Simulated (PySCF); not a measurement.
## Electronic structure of C6H9NSi in real space

```xyz
17

N     0.0435   -2.8725   -0.6697
C    -0.1002   -1.7479   -0.4329
C    -0.2633   -0.3323   -0.1217
C     0.9675    0.3088    0.4960
Si    2.4621    0.4345   -0.6665
C    -1.6183    0.1525    0.3147
C    -2.4079   -0.2302   -0.8909
C    -1.1209    0.5107   -1.0243
H     1.2678   -0.2507    1.3972
H     0.7068    1.3276    0.8276
H     2.1111    1.2870   -1.8435
H     2.8761   -0.9161   -1.1447
H     3.5942    1.0711    0.0720
H    -1.8653    0.7506    1.1906
H    -3.3178    0.3503   -1.0744
H    -2.4679   -1.2841   -1.1958
H    -0.8732    1.4659   -1.4853
```

Geometry: PBE0-D3(BJ)/def2-SVP.

Theory: PySCF, CAM-B3LYP/def2-SVPD, SCF density, gas phase.

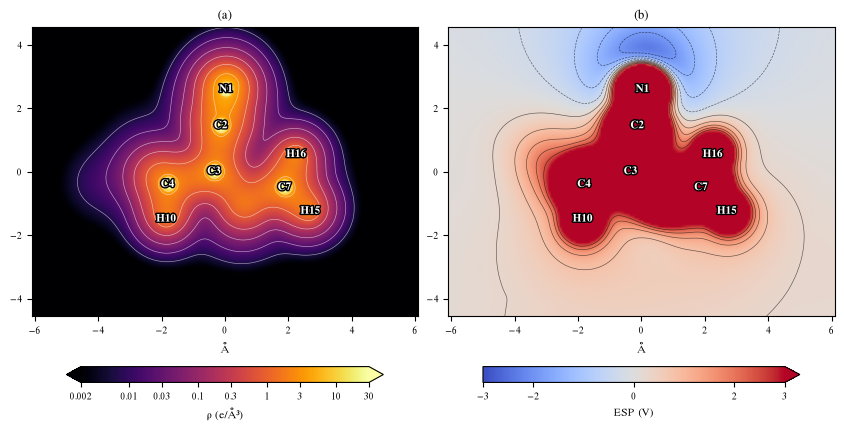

Figure 1. (a) electron density; (b) electrostatic potential on the plane of atoms H15, C7 and H16.

Q: What do the fields say about this system?

A: The plane passes through N, C and H nuclei. C–N (1.16 Å): ρ is about 3.5 e/Å³ halfway. C–C (1.46 Å): the density is about 1.8 e/Å³ at the midpoint. C–H (1.10 Å): ρ at the midpoint is about 1.9 e/Å³. C–C (1.52 Å): ρ at the midpoint is about 1.7 e/Å³. Outside the dense part of the molecule the potential is most negative (−2.3 V) near N1.

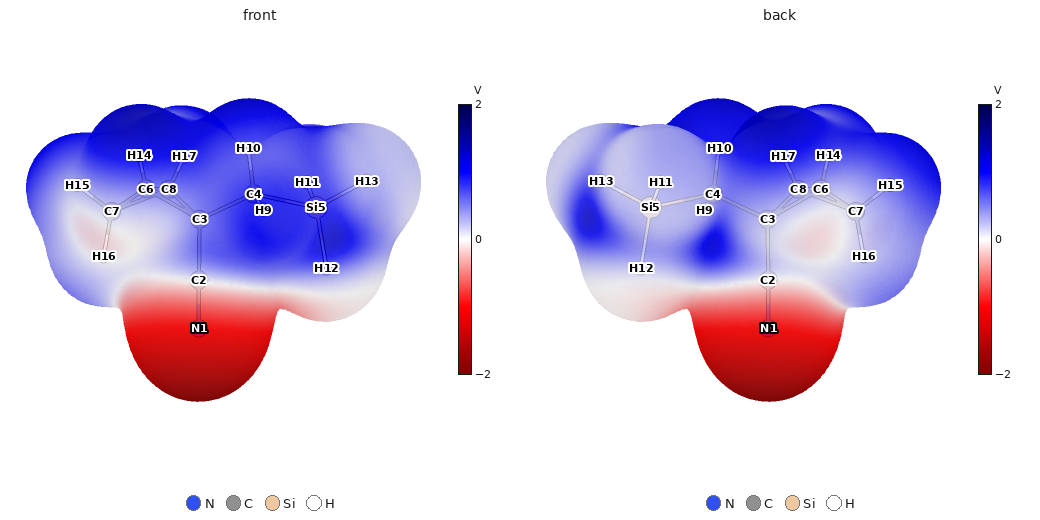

Figure 2. The electrostatic potential painted on the density surface at 0.002 e/bohr³, seen from the front and from behind; the colour scale runs from red (negative) to blue (positive).

Q: Where is the surface potential most negative and most positive?

A: The most negative region (about −1.9 V, or −44 kcal/mol for a unit charge) lies over N1, the most positive (about +1.4 V, or +32 kcal/mol for a unit charge) over Si5, H14 and H17. N1 is the likeliest acceptor of a hydrogen bond.
